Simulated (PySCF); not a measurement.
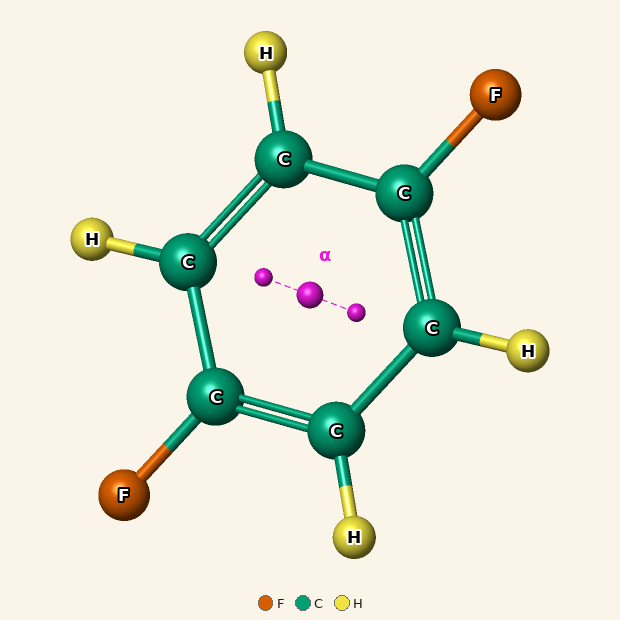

The small points mark where nucleus-independent chemical shifts (NICS) were computed: at the centre of each lettered ring and 1 Å above and below it. The computed structure is the end point of a PBE0-D3(BJ)/def2-SVP optimisation. No frequency run is at hand to confirm it as a minimum. Method: GIAO PBE0/pcSseg-1 NMR shielding, non-relativistic, gas phase (PySCF 2.14.0).

Give NICS(0), NICS(1) and the out-of-plane component NICS(1)zz for each ring (means of the two sides).

```csv
ring,members,NICS(0),NICS(1),NICS(1)zz
α,C6,−11.6,−11.4,−27.3
```

Values in ppm.

> What do the values say about the ring currents?

Ring α: diatropic, as in an aromatic ring. NICS is one index among several.
